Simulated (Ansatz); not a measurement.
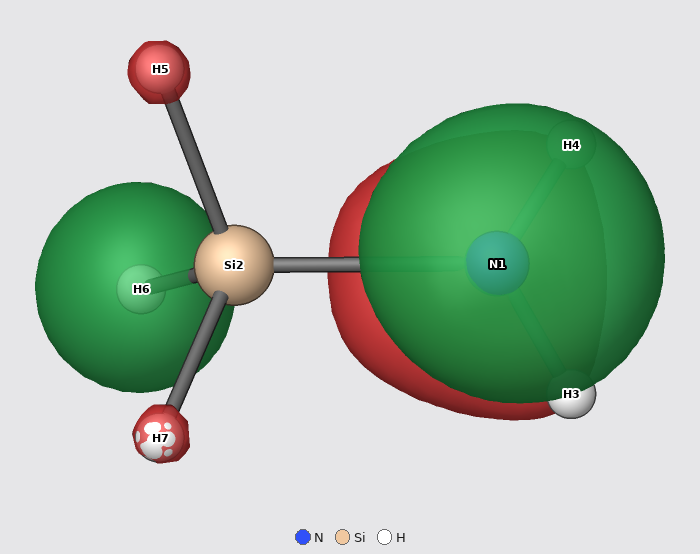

Figure 1: H₅NSi (SMILES N[SiH3]). The HOMO at ±0.15 Å⁻³ᐟ² (green and red are the two phases), seen across its widest extent.

These are results of Ansatz 0.2.0, RKS PBE/def2-SVP, not measurements.

The calculation's input:

```
crystal:
  periodic: [false, false, false]
  atoms:
    - { symbol: "N", position_ang: [-0.0191, -1.1153, -0.1074] }
    - { symbol: Si, position_ang: [0.1445, 0.608, -0.1519] }
    - { symbol: H, position_ang: [-1.0939, -1.2741, -0.0765] }
    - { symbol: H, position_ang: [0.4206, -1.4305, 0.7277] }
    - { symbol: H, position_ang: [0.91143, 1.04905, 1.04279] }
    - { symbol: H, position_ang: [0.85808, 0.94647, -1.40573] }
    - { symbol: H, position_ang: [-1.26045, 1.15519, -0.1792] }
basis:
  gaussian: { orbitals: def2-SVP }
hamiltonian:
  xc: pbe
relax:
  f_tol: 0.015
  max_steps: 40
output:
  orbitals: {}
```

Launched as:

```sh
ansatz run input.yaml --threads 1 --pin off --max-ram 2048MiB --backend cpu --events-out ev --progress --plain --runs-dir out
```

The fields are those of the relaxed geometry.

Question: What is the character of this orbital?

Answer: By Hirshfeld shares it lies mainly on N1 (about 65 %) and H6 (about 10 %). Its energy is −5.75 eV.
